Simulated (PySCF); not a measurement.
**One shape, several levels: C2H5InO (SMILES C[C](=O)[InH2])**

We compute a comparison of 6 runs (HF/STO-3G, HF/3-21G, PBE0/def2-SVP, wB97X/def2-SVPD, CAM-B3LYP/def2-TZVP, MP2/def2-SVPD) of C2H5InO. Input form: a Python script.

The results are computed with PySCF 2.14.0.

## 1. The structure to begin with

C2H5InO: 9 atoms, total charge 0, spin state singlet. As SMILES, `C[C](=O)[InH2]`. The shape is that of a PBE0-D4/def2-TZVP optimisation.

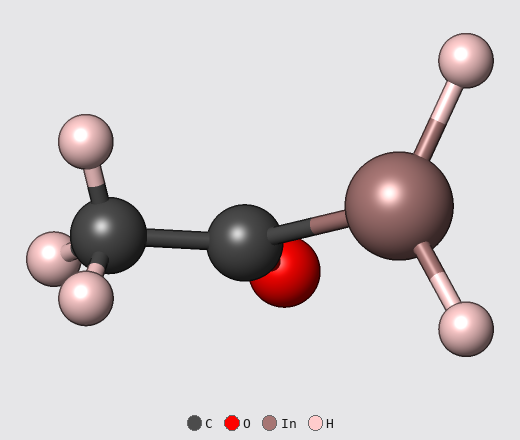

The structure, seen from a chosen angle (carbon dark grey, oxygen red, indium brown, hydrogen pink).

## 2. Energy and gradient at HF/STO-3G (run 1)

input.py reads:

```python
import pyscf.grad
from pyscf import gto

system = gto.M(
    atom='''
C      0.650822     2.244995    -1.585669
C      1.147064    -0.164595    -0.181792
O      3.223495    -1.115505    -0.097510
In    -1.602110    -2.465715     1.963047
H      2.372173     2.958366    -2.475163
H     -0.807291     1.910702    -3.014302
H     -0.110927     3.650195    -0.272687
H     -3.023184    -4.997759     0.481124
H     -1.849853    -2.020873     5.182763
''',
    max_memory=1860,
    basis='sto-3g',
    spin=0,
    unit='bohr',
    verbose=4,
)

hf = system.RHF()
hf.conv_tol = 1e-10
hf.kernel()
if not hf.converged:
    hf = hf.newton().run(hf.mo_coeff, hf.mo_occ)

etot = hf.e_tot
print('Final energy', etot)
grad = hf.Gradients().kernel()
dip = hf.dip_moment()
pop, q = hf.mulliken_pop()
```

The run is started by

```console
$ OMP_NUM_THREADS=1 python input.py
```

Log:

```text
PySCF version 2.14.0

[... 65 lines left out ...]
converged SCF energy = -5834.38998457603
Final energy -5834.389984576034
[... 11 lines left out ...]
Dipole moment(X, Y, Z, Debye): -2.11212,  0.56844,  0.16885
[... 18 lines left out ...]
pop of  3 In 3s           1.99855
pop of  3 In 4s           2.00717
pop of  3 In 5s           1.04277
pop of  3 In 2px          2.00007
pop of  3 In 2py          2.00006
pop of  3 In 2pz          2.00005
pop of  3 In 3px          1.99785
pop of  3 In 3py          1.99813
pop of  3 In 3pz          1.99833
pop of  3 In 4px          1.98995
pop of  3 In 4py          1.99299
pop of  3 In 4pz          1.99602
pop of  3 In 5px          0.22837
pop of  3 In 5py          0.48518
pop of  3 In 5pz          0.69713
pop of  3 In 3dxy         1.99906
pop of  3 In 3dyz         1.99932
pop of  3 In 3dz^2        1.99884
pop of  3 In 3dxz         1.99957
pop of  3 In 3dx2-y2      1.99981
pop of  3 In 4dxy         1.97002
pop of  3 In 4dyz         1.97897
pop of  3 In 4dz^2        1.96401
pop of  3 In 4dxz         1.98665
pop of  3 In 4dx2-y2      1.99431
pop of  4 H 1s            0.93461
pop of  5 H 1s            0.94415
pop of  6 H 1s            0.94406
pop of  7 H 1s            1.19296
pop of  8 H 1s            1.19293
 ** Mulliken atomic charges  **
charge of    0C =     -0.21219
charge of    1C =      0.01603
charge of    2O =     -0.27223
charge of    3In =      0.67710
charge of    4H =      0.06539
charge of    5H =      0.05585
charge of    6H =      0.05594
charge of    7H =     -0.19296
charge of    8H =     -0.19293
```

Run time: 3.9 s. Hardware: 1 thread of Arm Neoverse V1, shared host; peak memory 0.13 GiB.

## 3. Energy and gradient at HF/3-21G (run 2)

run.py reads:

```python
from pyscf import gto

molecule = gto.M(
    atom='''
C    0.344400   1.188000  -0.839100
C    0.607000  -0.087100  -0.096200
O    1.705800  -0.590300  -0.051600
In  -0.847800  -1.304800   1.038800
H    1.255300   1.565500  -1.309800
H   -0.427200   1.011100  -1.595100
H   -0.058700   1.931600  -0.144300
H   -1.599800  -2.644700   0.254600
H   -0.978900  -1.069400   2.742600
''',
    basis='3-21g',
    max_memory=1860,
    verbose=3,
)

myscf = molecule.RHF()
myscf.conv_tol = 1e-10
myscf.kernel()
if not myscf.converged:
    myscf = myscf.newton().run(myscf.mo_coeff, myscf.mo_occ)

e_final = myscf.e_tot
print('Final energy', e_final)
grad = myscf.nuc_grad_method().kernel()
myscf.analyze()
```

The run is started by

```console
$ OMP_NUM_THREADS=1 python run.py
```

Log:

```text
converged SCF energy = -5867.32923386664
Final energy -5867.329233866636
--------------- RHF gradients ---------------
         x                y                z
0 C     0.0034289934    -0.0121323781     0.0068440277
1 C     0.0236756442    -0.0042567622    -0.0031942179
2 O    -0.0262867446     0.0102205247     0.0000878719
3 In    -0.0063926518    -0.0025646914     0.0032366729
4 H     0.0057566979     0.0021537295    -0.0028372980
5 H    -0.0049643189    -0.0017153936    -0.0023954746
6 H    -0.0032991382     0.0023516914     0.0040587725
7 H     0.0062562195     0.0085920376     0.0059770428
8 H     0.0018252986    -0.0026487578    -0.0117773972
----------------------------------------------
**** MO energy ****
MO #1   energy= -991.708422670658  occ= 2
MO #2   energy= -148.678924049209  occ= 2
MO #3   energy= -138.110594722952  occ= 2
MO #4   energy= -138.109449571797  occ= 2
MO #5   energy= -138.10927652898   occ= 2
MO #6   energy= -29.561046375954   occ= 2
MO #7   energy= -25.1035570377541  occ= 2
MO #8   energy= -25.0988431433281  occ= 2
MO #9   energy= -25.0985938637565  occ= 2
MO #10  energy= -20.4539097070297  occ= 2
MO #11  energy= -17.5041480180475  occ= 2
MO #12  energy= -17.5029544877759  occ= 2
MO #13  energy= -17.5024152335128  occ= 2
MO #14  energy= -17.4989827236656  occ= 2
MO #15  energy= -17.4985937125388  occ= 2
MO #16  energy= -11.2582435469794  occ= 2
MO #17  energy= -11.171840675903   occ= 2
MO #18  energy= -5.00507900395797  occ= 2
MO #19  energy= -3.47819893756687  occ= 2
MO #20  energy= -3.47088358808016  occ= 2
MO #21  energy= -3.46997430026708  occ= 2
MO #22  energy= -1.40014525228185  occ= 2
MO #23  energy= -1.10898216338966  occ= 2
MO #24  energy= -1.10260288115669  occ= 2
MO #25  energy= -1.10219964124885  occ= 2
MO #26  energy= -1.09869159988998  occ= 2
MO #27  energy= -1.09855123126102  occ= 2
MO #28  energy= -1.00612957099527  occ= 2
MO #29  energy= -0.732525618654842 occ= 2
MO #30  energy= -0.644502370797534 occ= 2
MO #31  energy= -0.604457026275882 occ= 2
MO #32  energy= -0.597551350209356 occ= 2
MO #33  energy= -0.542643685955714 occ= 2
MO #34  energy= -0.496547671956909 occ= 2
MO #35  energy= -0.488675315285008 occ= 2
MO #36  energy= -0.408367610216122 occ= 2
MO #37  energy= -0.329600131277068 occ= 2
MO #38  energy= 0.0289556231552983 occ= 0
MO #39  energy= 0.135297424930362  occ= 0
MO #40  energy= 0.147993582626893  occ= 0
MO #41  energy= 0.162986813480833  occ= 0
MO #42  energy= 0.195210277359761  occ= 0
MO #43  energy= 0.252317378148285  occ= 0
MO #44  energy= 0.303275852715355  occ= 0
MO #45  energy= 0.320123442557686  occ= 0
MO #46  energy= 0.329847541648721  occ= 0
MO #47  energy= 0.3397110780435    occ= 0
MO #48  energy= 0.397564840971911  occ= 0
MO #49  energy= 0.42090543525819   occ= 0
MO #50  energy= 0.500192344698033  occ= 0
MO #51  energy= 0.565592903838871  occ= 0
MO #52  energy= 0.962063610555141  occ= 0
MO #53  energy= 1.00772969859121   occ= 0
MO #54  energy= 1.05209151765827   occ= 0
MO #55  energy= 1.08614652202622   occ= 0
MO #56  energy= 1.13471763003742   occ= 0
MO #57  energy= 1.23463196273641   occ= 0
MO #58  energy= 1.31057938986003   occ= 0
MO #59  energy= 1.32051408912835   occ= 0
MO #60  energy= 1.3496737400015    occ= 0
MO #61  energy= 1.38005724445439   occ= 0
MO #62  energy= 1.3837154036126    occ= 0
MO #63  energy= 1.65616453286223   occ= 0
MO #64  energy= 1.90602622395087   occ= 0
MO #65  energy= 1.9136460368183    occ= 0
MO #66  energy= 2.00609964203981   occ= 0
MO #67  energy= 2.19351457507213   occ= 0
MO #68  energy= 3.47308767341872   occ= 0
 ** Mulliken atomic charges  **
charge of    0C =     -0.30264
charge of    1C =      0.13800
charge of    2O =     -0.39410
charge of    3In =      0.52444
charge of    4H =      0.10837
charge of    5H =      0.10147
charge of    6H =      0.10163
charge of    7H =     -0.13860
charge of    8H =     -0.13857
Dipole moment(X, Y, Z, Debye): -2.63258,  1.53438, -0.31262
```

Run time: 4.2 s. Hardware: 1 thread of Arm Neoverse V1, shared host; peak memory 0.14 GiB.

Runs 3 to 5 aren't shown in full; the table further down has their settings and results.

## 4. Energy and forces at MP2/def2-SVPD (core potential) (run 6)

input.xyz reads:

```xyz
9

C      0.344400     1.188000    -0.839100
C      0.607000    -0.087100    -0.096200
O      1.705800    -0.590300    -0.051600
In    -0.847800    -1.304800     1.038800
H      1.255300     1.565500    -1.309800
H     -0.427200     1.011100    -1.595100
H     -0.058700     1.931600    -0.144300
H     -1.599800    -2.644700     0.254600
H     -0.978900    -1.069400     2.742600
```

input.py reads:

```python
from pyscf import gto, mp

mol = gto.M(
    atom='input.xyz',
    max_memory=1860,
    ecp={'In': 'def2-svp'},
    basis='def2-svpd',
    verbose=3,
    spin=0,
)

mf = mol.RHF()
mf.conv_tol = 1e-10
mf.kernel()
if not mf.converged:
    mf = mf.newton().run(mf.mo_coeff, mf.mo_occ)

pt = mp.MP2(mf, frozen=7).run()
etot = pt.e_tot
print('Final energy', etot)
grad = pt.nuc_grad_method().kernel()
mf.analyze()
```

The run is started by

```console
$ OMP_NUM_THREADS=1 python input.py
```

Log:

```text
converged SCF energy = -342.555079647613
[... 14 lines left out ...]
MO #3   energy= -11.2423241234445  occ= 2
[... 11 lines left out ...]
MO #15  energy= -0.737888351896789 occ= 2
[... 11 lines left out ...]
MO #27  energy= 0.0956028814300743 occ= 0
[... 11 lines left out ...]
MO #39  energy= 0.226820002045931  occ= 0
[... 11 lines left out ...]
MO #51  energy= 0.383377225797152  occ= 0
[... 11 lines left out ...]
MO #63  energy= 0.540471158524828  occ= 0
[... 11 lines left out ...]
MO #75  energy= 0.726917694337603  occ= 0
[... 11 lines left out ...]
MO #87  energy= 1.13212011799221   occ= 0
[... 11 lines left out ...]
MO #99  energy= 1.78086683289608   occ= 0
[... 11 lines left out ...]
MO #111 energy= 2.16319676268154   occ= 0
[... 11 lines left out ...]
MO #123 energy= 2.95803013079695   occ= 0
[... 11 lines left out ...]
MO #135 energy= 61.7041031624274   occ= 0
[... 10 lines left out ...]
Dipole moment(X, Y, Z, Debye): -2.73111,  1.62114, -0.34395
```

Run time: 46 s. Hardware: 1 thread of Arm Neoverse V1, shared host; peak memory 2 GiB.

## 5. The series

```csv
run,level,core potential,integration grid,energy (Eh),dipole moment (D) of the reference,HOMO energy (eV),LUMO energy (eV),wall time
1,HF/STO-3G,–,–,-5834.389985,2.19,-6.03,5.58,3.9 s
2,HF/3-21G,–,–,-5867.329234,3.06,-8.97,0.79,4.2 s
3,PBE0/def2-SVP (core potential),def2-svp,5,-344.227677,2.48,-6.18,-1.69,38 s
4,wB97X/def2-SVPD (core potential),def2-svp,5,-344.415303,2.81,-8.59,-0.04,2 min
5,CAM-B3LYP/def2-TZVP (core potential),def2-svp,5,-344.500386,2.69,-7.58,-1.00,3.9 min
6,MP2/def2-SVPD (core potential),def2-svp,–,-343.128280,3.19,-9.36,0.63,46 s
```

## 6. Results

```
                                          quantity          value
                               run 6: total energy  -343.12828 Eh
       run 6: dipole moment (Hartree–Fock density)         3.19 D
        run 6: HOMO energy (Hartree–Fock orbitals)       -9.36 eV
        run 6: LUMO energy (Hartree–Fock orbitals)        0.63 eV
      run 6: HOMO–LUMO gap (Hartree–Fock orbitals)       10.00 eV
run 6: correlation energy (7 core orbitals frozen)     -573.2 mEh
                   run 6: largest force on an atom     1.751 eV/Å
```

**Reading.** Over runs 1, 2, 3, 4, 5 the dipole moment (its size) runs from 2.19 D (HF/STO-3G) to 3.06 D (HF/3-21G). Over runs 1, 2, 3, 4, 5 the HOMO–LUMO gap runs from 4.48 eV (PBE0/def2-SVP) to 11.61 eV (HF/STO-3G). The two ends differ in method and basis and core potential. Totals of different functionals can't be ranked against each other. Some runs of one species differ in core potentials or relativity; totals across that change don't compare. In run 1 the basis is minimal, so the values are rough. In runs 1, 2 relativity is left out where basis or elements ask for it. All runs together took 7.5 min, the longest 3.9 min.
